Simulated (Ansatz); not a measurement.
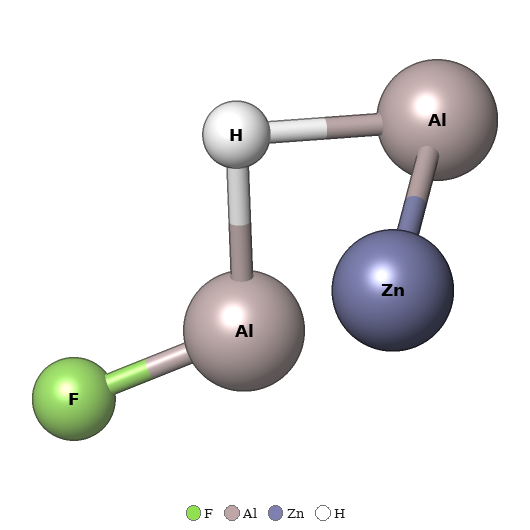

> Count the atoms of each element.

Al₂FHZn, 5 atoms: 2 aluminium, 1 fluorine, 1 hydrogen and 1 zinc.

> How many bonds of each kind are drawn?

2 Al–H, 1 Al–F, 1 Al–Zn. Sticks follow a distance rule.

> Which point group does it belong to?

C1.

> How many sets of symmetry-equivalent atoms are there?

5: 1 F, 1 Al, 1 Al, 1 Zn, 1 H.

More results for the same structure follow; atom numbers are the same in all pictures, views and colours differ. The computed structure is the end point of a PBE0-D4/def2-TZVP optimisation.

**Vibrations**

Harmonic vibrations computed with RKS PBE0-D4/def2-TZVP (Ansatz 0.2.0) at a stationary point of the same level.

> List the wavenumbers.

9 modes: 84, 152, 183, 221, 312, 469, 787, 820, 1253 cm⁻¹.

**Electronic properties**

Level of theory: RKS B3LYP-D4/def2-TZVPP (Ansatz 0.2.0).

> Give the HOMO–LUMO gap at this level.

3.48 eV.

> Estimate the HOMO energy (Kohn–Sham orbital).

−6.11 eV.

> What is the dipole moment?

2.35 D.

**Thermal motion**

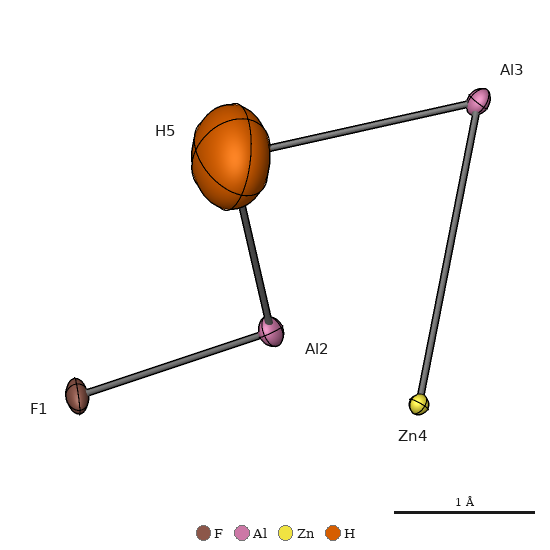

Displacement ellipsoids at the 50 % level, enlarged 1.5 times, from the internal vibrations of the free molecule (harmonic, no overall translation or rotation; no half-axis is drawn under 0.075 Å). Vibrations computed with RKS PBE0-D4/def2-TZVP (Ansatz 0.2.0). Temperature: 0 K (zero-point motion alone).

List U_eq and the three principal root-mean-square amplitudes for each kind of atom.

| atom | U_eq (Å²) | rms amplitudes (Å) |
| --- | --- | --- |
| F1 | 0.0030 | 0.035, 0.046, 0.075 |
| Al2 | 0.0021 | 0.037, 0.049, 0.052 |
| Al3 | 0.0014 | 0.017, 0.042, 0.046 |
| Zn4 | 0.00049 | 0.004, 0.019, 0.033 |
| H5 | 0.0241 | 0.117, 0.150, 0.190 |
